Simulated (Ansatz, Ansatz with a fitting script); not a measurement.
# MgS (Niningerite): the order of polymorphs from LDA to RPA

Wanted: the order of polymorphs of MgS (Niningerite), rung by rung, with cost.

Main program and level: Ansatz 0.2.0; density functionals and EXX+RPA, plane waves.

### 1. The structure

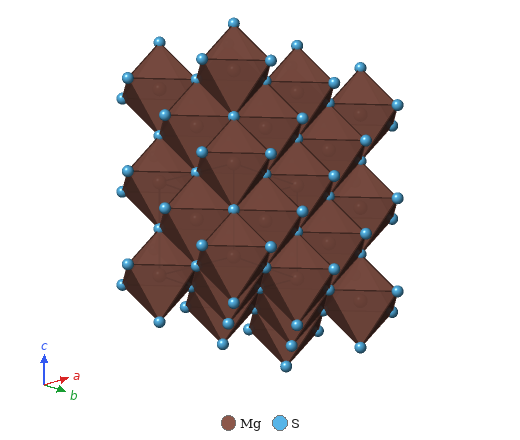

The cell as given, from a free direction (magnesium brown, sulfur blue). 1×2×2 cells are drawn. This picture shows the conventional cell, with its axes. Some periodic images of atoms are drawn too.

The structure was relaxed with r2SCAN+rVV10. The runs that relaxed it are not among those shown. The program's search for lower electronic states was switched off, so nothing shows that the state found is the lowest.

### 2. Energy LDA (polymorph Fm-3m)

This step: DFT, LDA, plane waves, PAW.

input.yaml

```yaml
crystal:
  lattice:
    - [0.0, 2.5945595473, 2.5945595473]
    - [2.5945595473, 0.0, 2.5945595473]
    - [2.5945595473, 2.5945595473, 0.0]
  atoms:
    - { symbol: Mg, position: [0.0, 0.0, 0.0] }
    - { symbol: S, position: [0.5, 0.5, 0.5] }
kpoints:
  mp_grid: { grid: [8, 8, 8] }
hamiltonian:
  xc: lda
  pseudopotentials: { kind: paw, source: ansatz }
scf:
  occupations: { method: fixed }
  n_extra_bands: 4
  lower_state_search: "off"
  convergence: { dr2_threshold: 1.0e-09 }
output:
  eigenvalues: true
```

Run with:

```bash
> ansatz run input.yaml --threads 8 --pin off --max-ram 18432MiB --backend cpu --events-out ev --progress --plain --runs-dir out
```

Numbers of over 12 decimals in the logs are rounded to 6 here.

The program printed:

```text
scf.n_extra_bands = 4 over 8 filled bands (N_el = 16.0): the run solves 12 bands
Engine: ansatz 0.2.0, aarch64-unknown-linux-gnu
Pseudopotentials: kind: paw
Pseudopotential: Mg, paw, valence charge 10, recommended cutoff 620 eV (normal), Mg.paw.azcp
Pseudopotential: S, paw, valence charge 6, recommended cutoff 510 eV (normal), S.paw.azcp
Functional definition: SPW92
  exchange = slater_x
  correlation = pw_c
Crystal: 2 atoms, lattice volume = 34.932 Å³
Basis set: ecut = 620 eV, 1243 PW (Γ)
Bands: 12, of which v1, the nominal top of the filled ones, is band 8 counted from 1 (7 counted from 0)
Symmetry: 48 space group operations
Space group: Fm-3m (ITA 225), of the structure as read, at distance tolerance 3.3e-5 Å
k-points: 29 of 512
Non-local potential: Mg, projectors of the file, l = 0: 2, l = 1: 3, l = 2: 1, l = 3: 1
Non-local potential: S, projectors of the file, l = 0: 2, l = 1: 2, l = 2: 2
PAW form: soft (Blöchl's): semilocal exchange-correlation on the pseudo side does not see the compensation charge
PAW frozen core: Mg, regenerated for the run's functional, and the local potential with it (the file was generated under x = pbe(κ = 0.804, μ = 0.219515), c = pbe(β = 0.066725))
PAW frozen core: S, regenerated for the run's functional, and the local potential with it (the file was generated under x = pbe(κ = 0.804, μ = 0.219515), c = pbe(β = 0.066725))
PAW one-centre angular grid: Mg, 194 points (default); XC on 64 Gauss nodes
PAW one-centre angular grid: S, 110 points (default); XC on 64 Gauss nodes
Initial density: superposition of atomic densities (chi_scale 0.1, normalization cell, long waves kept (reshape's long-wave potential 0.00 eV rms))
Initial wavefunctions: pseudopotential atomic-orbital guess
Functional: x = slater, c = lda
SCF iter   1: F=—  HF=-2774.249754 eV  |F-HF|=—  |Δ(HF+E_count)|=         —  Δρ=3.62e-2  dr2=2.68e-1  ethr=3.10e-3  ⟨swp⟩=5.0  Hψ=1992  notcnv=0  defer=32
preconditioner: auto → none  [insulator: Δε(μ)=2.657 eV  Ē_g=11.713 eV  n_scr=8 (ndim 8)  ℏωp=17.8 eV  f_vac=0.001  ε∞_Penn≈3.3]
SCF iter   2: F=—  HF=-2774.167226 eV  |F-HF|=—  |Δ(HF+E_count)|=   8.25e-2  Δρ=1.36e-2  dr2=3.22e-2  ethr=1.67e-3  ⟨swp⟩=3.1  Hψ=881  notcnv=0  defer=50
SCF iter   3: F=—  HF=-2774.164043 eV  |F-HF|=—  |Δ(HF+E_count)|=   3.18e-3  Δρ=3.49e-3  dr2=2.63e-3  ethr=2.01e-4  ⟨swp⟩=2.0  Hψ=419  notcnv=0  defer=51
SCF iter   4: F=—  HF=-2774.163893 eV  |F-HF|=—  |Δ(HF+E_count)|=   1.50e-4  Δρ=6.44e-4  dr2=1.24e-4  ethr=1.64e-5  ⟨swp⟩=2.2  Hψ=526  notcnv=0  defer=52
SCF iter   5: F=—  HF=-2774.163854 eV  |F-HF|=—  |Δ(HF+E_count)|=   3.88e-5  Δρ=6.26e-5  dr2=1.10e-6  ethr=7.77e-7  ⟨swp⟩=2.0  Hψ=473  notcnv=0  defer=51
SCF iter   6: F=—  HF=-2774.163852 eV  |F-HF|=—  |Δ(HF+E_count)|=   2.43e-6  Δρ=1.50e-5  dr2=2.20e-8  ethr=6.88e-9  ⟨swp⟩=2.6  Hψ=571  notcnv=0  defer=6
SCF iter   7: F=-2774.163852 eV  HF=-2774.163852 eV  |F-HF|=4.09e-11  |Δ(HF+E_count)|=   2.30e-8  Δρ=6.27e-7  dr2=4.12e-11  ethr=6.25e-12  ⟨swp⟩=5.7  Hψ=1845  notcnv=0
SCF 1 converged in 7 iterations: F = -2774.163852 eV  dr2 = 4.12e-11
[...]
SCF converged after 7 iterations
Free energy (F): -2774.163852 eV
Harris-Foulkes:  -2774.163852 eV  (|F-HF|=4.09e-11)
Internal energy: -2774.163852 eV  (E = F + TS)
E sigma→0 (E₀):  -2774.163852 eV
Fermi energy:    6.282701 eV
--- Per-component energies (eV) ---
  E_band       = -331.979448
  E_kinetic    = 297.768836
  E_local      = -1607.524626  (includes V_loc(G=0)·N_el)
  E_nonlocal   = -41.961573
  E_hartree    = 599.875034
  E_xc         = -131.343235
  E_vxc        = -156.026683  (∫ρ·V_xc dr)
  E_paw        = -844.689593  (= ΣΔE_a)
  E_vpaw       = -23.985194  (= ΣTr[D̂ρ^β])
  E_aug_tail   = -0.000459  (compensation charges beyond the density's cutoff)
  E_ewald      = -1046.592369
  E_core_change = 0.304132  (= ΣΔE_core)
  E_smearing   = -0.000000  (= −TS)
  E_closure    = -0.000000  (closes the sum)
  Σ components = -2774.163852   (vs F -2774.163852, Δ=0.00e0)
--- Band table (eV; the first three rows and the last of 29) ---
  k-point 0: bands = [... 4 lower, -6.4159, 6.2827, 6.2827, 6.2827, 9.8309, 14.0791, 14.0791, 14.0791]
  k-point 1: bands = [... 4 lower, -6.2601, 5.1997, 6.1789, 6.1789, 10.6491, 13.7686, 14.3271, 14.3271]
  k-point 2: bands = [... 4 lower, -5.8374, 3.4042, 5.9534, 5.9534, 11.0824, 13.9335, 13.9335, 14.4587]
  k-point 28: bands = [... 4 lower, -4.6332, 2.9774, 2.9774, 3.8466, 11.3907, 14.1082, 14.1082, 14.1669]
```

It took 0.24 s on 8 threads of Arm Neoverse V2, shared host; peak memory 0.29 GiB.

Total energy -2774.1639 eV.

### 3. Energy PBEsol (polymorph Fm-3m)

This step: DFT, PBEsol, plane waves, PAW.

input.yaml: that of step 2 with these lines changed.

```diff
@@ -11,3 +11,3 @@
 hamiltonian:
-  xc: lda
+  xc: pbesol
   pseudopotentials: { kind: paw, source: ansatz }
```

The program printed:

```text
[...]
Crystal: 2 atoms, lattice volume = 34.932 Å³
Basis set: ecut = 620 eV, 1243 PW (Γ)
Bands: 12, of which v1, the nominal top of the filled ones, is band 8 counted from 1 (7 counted from 0)
Symmetry: 48 space group operations
[...]
k-points: 29 of 512
[...]
Fermi energy:    6.426741 eV
[...]
--- Band table (eV; the first three rows and the last of 29) ---
  k-point 0: bands = [... 4 lower, -6.3007, 6.4267, 6.4267, 6.4267, 10.0860, 14.2319, 14.2319, 14.2319]
  k-point 1: bands = [... 4 lower, -6.1452, 5.3529, 6.3221, 6.3221, 10.8922, 13.9207, 14.4857, 14.4857]
  k-point 2: bands = [... 4 lower, -5.7238, 3.5600, 6.0946, 6.0946, 11.2810, 14.1341, 14.1341, 14.6673]
  k-point 28: bands = [... 4 lower, -4.5232, 3.1150, 3.1150, 4.0125, 11.6604, 14.2525, 14.2525, 14.4128]
[key lines of the parts left out:]
SCF converged after 7 iterations
Free energy (F): -2799.913674 eV
```

It took 0.25 s on 8 threads; peak memory 0.29 GiB.

Total energy -2799.9137 eV.

### 4. Energy PBEsol-D3(BJ) (polymorph Fm-3m)

This step: DFT, PBEsol with D3(BJ) dispersion, plane waves, PAW.

input.yaml: that of step 3 with these lines changed.

```diff
@@ -13,2 +13,3 @@
   pseudopotentials: { kind: paw, source: ansatz }
+  dispersion: d3bj
 scf:
```

The program printed:

```text
[...]
Crystal: 2 atoms, lattice volume = 34.932 Å³
Basis set: ecut = 620 eV, 1243 PW (Γ)
Bands: 12, of which v1, the nominal top of the filled ones, is band 8 counted from 1 (7 counted from 0)
Symmetry: 48 space group operations
[...]
k-points: 29 of 512
[...]
Fermi energy:    6.426741 eV
[...]
--- Band table (eV; the first three rows and the last of 29) ---
  k-point 0: bands = [... 4 lower, -6.3007, 6.4267, 6.4267, 6.4267, 10.0860, 14.2319, 14.2319, 14.2319]
  k-point 1: bands = [... 4 lower, -6.1452, 5.3529, 6.3221, 6.3221, 10.8922, 13.9207, 14.4857, 14.4857]
  k-point 2: bands = [... 4 lower, -5.7238, 3.5600, 6.0946, 6.0946, 11.2810, 14.1341, 14.1341, 14.6673]
  k-point 28: bands = [... 4 lower, -4.5232, 3.1150, 3.1150, 4.0125, 11.6604, 14.2525, 14.2525, 14.4128]
[key lines of the parts left out:]
SCF converged after 7 iterations
Free energy (F): -2800.520177 eV
```

Elapsed: 0.25 s, on 8 threads; peak memory 0.29 GiB.

Total energy -2800.5202 eV.

### 5. Energy r2SCAN (polymorph Fm-3m)

r2SCAN sits between gradient functionals and hybrids in what it does to gaps, at little more than semilocal cost.

This step: DFT, r2SCAN, plane waves, PAW.

input.yaml: that of step 4 with these lines changed.

```diff
@@ -11,5 +11,4 @@
 hamiltonian:
-  xc: pbesol
+  xc: r2scan
   pseudopotentials: { kind: paw, source: ansatz }
-  dispersion: d3bj
 scf:
```

The program printed:

```text
[...]
Crystal: 2 atoms, lattice volume = 34.932 Å³
Basis set: ecut = 620 eV, 1243 PW (Γ), exchange–correlation on 144×144×144 points (64 copies of the dense FFT grid, shifted against one another)
Bands: 12, of which v1, the nominal top of the filled ones, is band 8 counted from 1 (7 counted from 0)
Symmetry: 48 space group operations
[...]
k-points: 29 of 512
[...]
Fermi energy:    6.249534 eV
[...]
--- Band table (eV; the first three rows and the last of 29) ---
  k-point 0: bands = [... 4 lower, -6.9821, 6.2495, 6.2495, 6.2495, 10.9602, 14.7364, 14.7364, 14.7364]
  k-point 1: bands = [... 4 lower, -6.8241, 5.2322, 6.1419, 6.1419, 11.7090, 14.4859, 15.0023, 15.0023]
  k-point 2: bands = [... 4 lower, -6.3975, 3.4330, 5.9063, 5.9063, 11.9942, 14.6663, 14.6663, 15.4288]
  k-point 28: bands = [... 4 lower, -5.1908, 2.9349, 2.9349, 3.8820, 12.2077, 14.8631, 14.8631, 15.0953]
[key lines of the parts left out:]
SCF converged after 8 iterations
Free energy (F): -2835.565681 eV
```

The job ended after 0.57 s (8 threads; peak memory 0.43 GiB; 3.4 s of CPU time).

Total energy -2835.5657 eV.

### 6. Energy r2SCAN+rVV10 (polymorph Fm-3m)

This step: DFT, r2SCAN with rVV10, plane waves, PAW.

input.yaml: that of step 5 with these lines changed.

```diff
@@ -13,2 +13,3 @@
   pseudopotentials: { kind: paw, source: ansatz }
+  dispersion: rvv10
 scf:
```

The program printed:

```text
[...]
Crystal: 2 atoms, lattice volume = 34.932 Å³
Basis set: ecut = 620 eV, 1243 PW (Γ), exchange–correlation on 144×144×144 points (64 copies of the dense FFT grid, shifted against one another)
Bands: 12, of which v1, the nominal top of the filled ones, is band 8 counted from 1 (7 counted from 0)
Symmetry: 48 space group operations
[...]
k-points: 29 of 512
[...]
Fermi energy:    6.245253 eV
[...]
--- Band table (eV; the first three rows and the last of 29) ---
  k-point 0: bands = [... 4 lower, -6.9947, 6.2453, 6.2453, 6.2453, 10.9181, 14.7043, 14.7043, 14.7043]
  k-point 1: bands = [... 4 lower, -6.8363, 5.2218, 6.1371, 6.1371, 11.6698, 14.4503, 14.9711, 14.9711]
  k-point 2: bands = [... 4 lower, -6.4082, 3.4163, 5.9006, 5.9006, 11.9513, 14.6380, 14.6380, 15.3965]
  k-point 28: bands = [... 4 lower, -5.1959, 2.9152, 2.9152, 3.8668, 12.1859, 14.8266, 14.8266, 15.0649]
[key lines of the parts left out:]
SCF converged after 8 iterations
Free energy (F): -2834.605619 eV
```

Wall time 1.1 s (8 threads); peak memory 0.48 GiB; 7.4 s of CPU time.

Total energy -2834.6056 eV.

### 7. Energy r2SCAN-D4 (polymorph Fm-3m)

This step: DFT, r2SCAN with D4 dispersion, plane waves, PAW.

input.yaml: that of step 6 with these lines changed.

```diff
@@ -13,3 +13,3 @@
   pseudopotentials: { kind: paw, source: ansatz }
-  dispersion: rvv10
+  dispersion: d4
 scf:
```

The program printed:

```text
[...]
Crystal: 2 atoms, lattice volume = 34.932 Å³
Basis set: ecut = 620 eV, 1243 PW (Γ), exchange–correlation on 144×144×144 points (64 copies of the dense FFT grid, shifted against one another)
Bands: 12, of which v1, the nominal top of the filled ones, is band 8 counted from 1 (7 counted from 0)
Symmetry: 48 space group operations
[...]
k-points: 29 of 512
[...]
Fermi energy:    6.249534 eV
[...]
--- Band table (eV; the first three rows and the last of 29) ---
  k-point 0: bands = [... 4 lower, -6.9821, 6.2495, 6.2495, 6.2495, 10.9602, 14.7364, 14.7364, 14.7364]
  k-point 1: bands = [... 4 lower, -6.8241, 5.2322, 6.1419, 6.1419, 11.7090, 14.4859, 15.0023, 15.0023]
  k-point 2: bands = [... 4 lower, -6.3975, 3.4330, 5.9063, 5.9063, 11.9942, 14.6663, 14.6663, 15.4288]
  k-point 28: bands = [... 4 lower, -5.1908, 2.9349, 2.9349, 3.8820, 12.2077, 14.8631, 14.8631, 15.0953]
[key lines of the parts left out:]
SCF converged after 8 iterations
Free energy (F): -2835.782193 eV
```

Run time: 0.59 s. Hardware: 8 threads; peak memory 0.43 GiB; 3.6 s of CPU time.

Total energy -2835.7822 eV.

### 8. Energy HSE06 (polymorph Fm-3m)

HSE06 mixes in a quarter of exact exchange at short range. Exchange couples all pairs of k points, which makes a full band path dear, so levels are read on the mesh and at chosen points.

This step: DFT, HSE06, plane waves, PAW.

input.yaml: that of step 7 with these lines changed.

```diff
@@ -9,7 +9,6 @@
 kpoints:
-  mp_grid: { grid: [8, 8, 8] }
+  mp_grid: { grid: [5, 5, 5] }
 hamiltonian:
-  xc: r2scan
+  xc: hse06
   pseudopotentials: { kind: paw, source: ansatz }
-  dispersion: d4
 scf:
```

The program printed:

```text
[...]
davidson cushion auto → on  (no smearing: the cushion is to keep the highest requested band from converging to the state above it; pin scf.eigensolver.cushion to override)
Crystal: 2 atoms, lattice volume = 34.932 Å³
Basis set: ecut = 620 eV, 1243 PW (Γ)
Bands: 12, of which v1, the nominal top of the filled ones, is band 8 counted from 1 (7 counted from 0)
Symmetry: 48 space group operations
[...]
k-points: 10 of 125
[...]
E sigma→0 (E₀):  -2829.750054 eV
Fermi energy:    5.823669 eV
[...]
--- Band table (eV; the first three rows and the last of 10) ---
  k-point 0: bands = [... 4 lower, -8.1835, 5.8237, 5.8237, 5.8237, 10.7170, 14.9089, 14.9089, 14.9089]
  k-point 1: bands = [... 4 lower, -7.7680, 3.5621, 5.5700, 5.5700, 11.9193, 14.8754, 15.1217, 15.1217]
  k-point 2: bands = [... 4 lower, -6.9082, 0.9383, 5.2193, 5.2193, 11.5028, 14.0684, 14.0684, 17.3872]
  k-point 9: bands = [... 4 lower, -6.4058, 1.7324, 2.8555, 3.9091, 12.1311, 13.9374, 14.5636, 17.0842]
[key lines of the parts left out:]
Free energy (F): -2829.750054 eV
```

It took 2.4 s on 8 threads; peak memory 1.2 GiB; 15 s of CPU time.

Total energy -2829.7501 eV.

### 9. Energy HSE06-D3(BJ) (polymorph Fm-3m)

This step: DFT, HSE06 with D3(BJ) dispersion, plane waves, PAW.

input.yaml: that of step 8 with these lines changed.

```diff
@@ -13,2 +13,3 @@
   pseudopotentials: { kind: paw, source: ansatz }
+  dispersion: d3bj
 scf:
```

The program printed:

```text
[...]
Crystal: 2 atoms, lattice volume = 34.932 Å³
Basis set: ecut = 620 eV, 1243 PW (Γ)
Bands: 12, of which v1, the nominal top of the filled ones, is band 8 counted from 1 (7 counted from 0)
Symmetry: 48 space group operations
[...]
k-points: 10 of 125
[...]
SCF iter   1: F=—  HF=-2829.598483 eV  |F-HF|=—  |Δ(HF+E_count)|=         —  Δρ=4.19e-2  dr2=3.45e-1  ethr=1.00e-1  ⟨swp⟩=6.9  Hψ=448  notcnv=0
[...]
E sigma→0 (E₀):  -2830.571659 eV
Fermi energy:    5.823669 eV
[...]
--- Band table (eV; the first three rows and the last of 10) ---
  k-point 0: bands = [... 4 lower, -8.1835, 5.8237, 5.8237, 5.8237, 10.7170, 14.9089, 14.9089, 14.9089]
  k-point 1: bands = [... 4 lower, -7.7680, 3.5621, 5.5700, 5.5700, 11.9193, 14.8754, 15.1217, 15.1217]
  k-point 2: bands = [... 4 lower, -6.9082, 0.9383, 5.2193, 5.2193, 11.5028, 14.0684, 14.0684, 17.3872]
  k-point 9: bands = [... 4 lower, -6.4058, 1.7324, 2.8555, 3.9091, 12.1311, 13.9374, 14.5636, 17.0842]
[key lines of the parts left out:]
Free energy (F): -2830.571659 eV
```

Elapsed: 2.3 s, on 8 threads; peak memory 1.2 GiB; 15 s of CPU time.

Total energy -2830.5717 eV.

(Continued in part 2 of 2.)

[Paths, hosts, dates, memory and timing lines, banners, echoed tables and standing remarks are left out of the program output.]

[Logs are printed without paths, hosts, clocks, repeated set-up lines and the standing remarks that a program may print on its own settings, such as how far it seeks lower states.]

[Runs of the session that timed out or met a known fault of the program may be left out.]

[Hosts, paths, dates, database ids (printed as entryN), source tags and the programs' standing remarks are cut or masked in the printed files.]
